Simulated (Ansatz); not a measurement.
```xyz
9

Al    0.0473    0.7562    0.6419
Cl   -0.0312    0.1046    2.7090
H     1.1006   -0.0140   -0.2708
O    -1.5949   -0.3325    0.2447
H    -1.5188   -0.9954   -0.4556
P    -0.5393    2.9582    0.1143
H    -0.9908    3.2690    1.4345
H     0.7900    3.4291    0.3570
H    -1.7762   -0.8023    1.0773
```

Level of theory: RKS PBE0/def2-SVP in Ansatz 0.2.0.

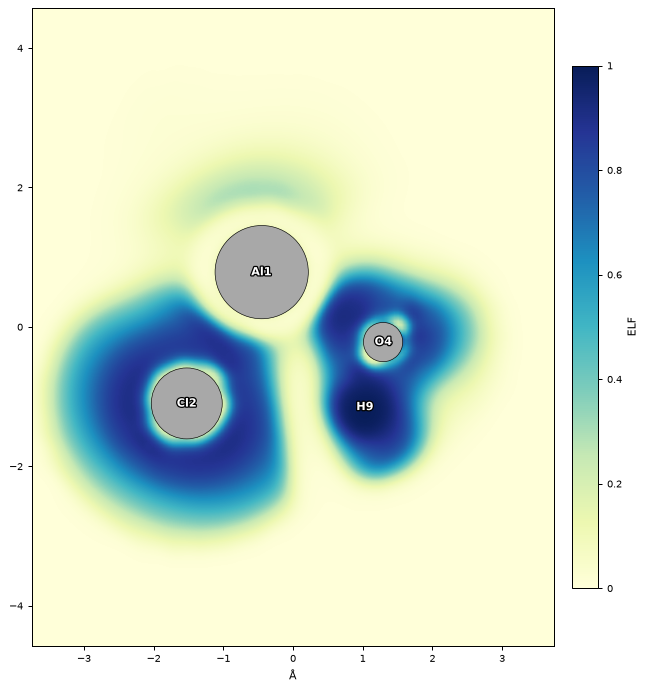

AlClH5OP. ELF on the plane of atoms Cl2, Al1 and O4. Grey discs cover the atomic cores.

Q: Interpret the plot.

A:
- The section cuts through Al, Cl, O and H sites.
- Al–O (2.01 Å): the ELF peaks at about 0.90 in the valence shell of O, 0.7 Å from its nucleus, and is about 0.50 at the midpoint.
- Al–Cl (2.17 Å): the ELF peaks at about 0.90 in the valence shell of Cl, 1.0 Å from its nucleus, and is about 0.80 at the midpoint.
- O–H (0.97 Å): the ELF climbs to about 1 towards the hydrogen, as it does in any bond to H; a covalent bond by its length.
- The ELF also peaks beside Cl2, away from the bonds: lone-pair regions.
